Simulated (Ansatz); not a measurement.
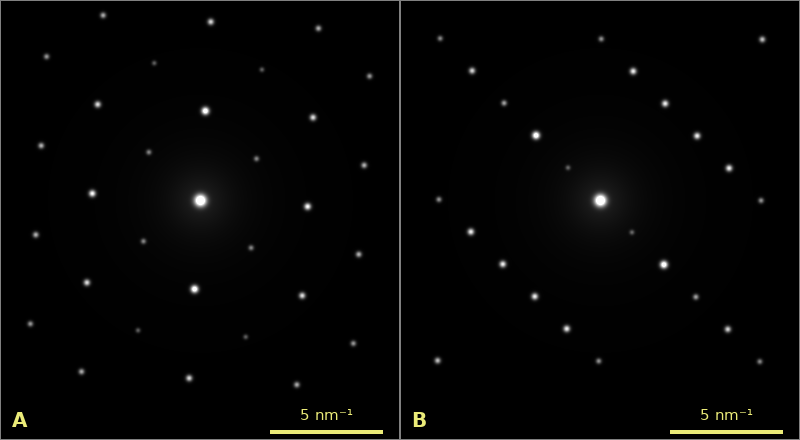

Kinematic electron diffraction patterns (200 kV, B = 0.5 Å², same scale, each along a low-index zone) of two structures of composition Zn2H, each relaxed at zero pressure with DFT PBE, scalar-relativistic, plane waves, PAW (Ansatz).

The structures (standard cells):
1. P4_2/mnm (No. 136), a = 4.121 Å, c = 4.980 Å, 6 atoms; generated start, possibly hypothetical
2. I4_1/amd (No. 141), a = 2.753 Å, c = 19.556 Å, 12 atoms; generated start, possibly hypothetical

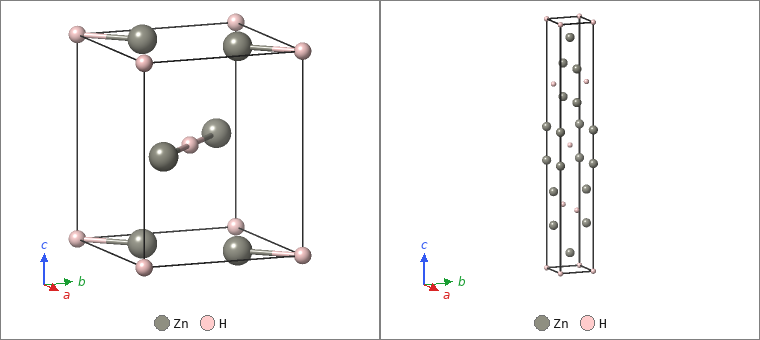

Drawings of the structures 1 to 2, from left to right (each may span several cells).

Q: Which pattern belongs to which structure, and along which zone?

A: A is structure 1 along [100] or an equivalent direction: centred rectangular net of 0 1 -1 at d = 3.17 Å and 0 1 1 at d = 3.17 Å, 79.2° apart (some points of this net are extinct or too weak to see). B is structure 2 along [110] or an equivalent direction: centred rectangular net of 0 0 4 (weak) at d = 4.89 Å and 1 -1 2 at d = 1.91 Å, 78.7° apart (some points of this net are extinct or too weak to see).

Q: Rank the structures by their computed energy.

A: Structure 1 (P4_2/mnm, 14.09 Å³ an atom) is the lowest of these; structure 2 (I4_1/amd, 12.35 Å³ an atom) lies about 87 meV an atom higher. These are static energies at 0 K; other structures, not shown, may lie lower still.
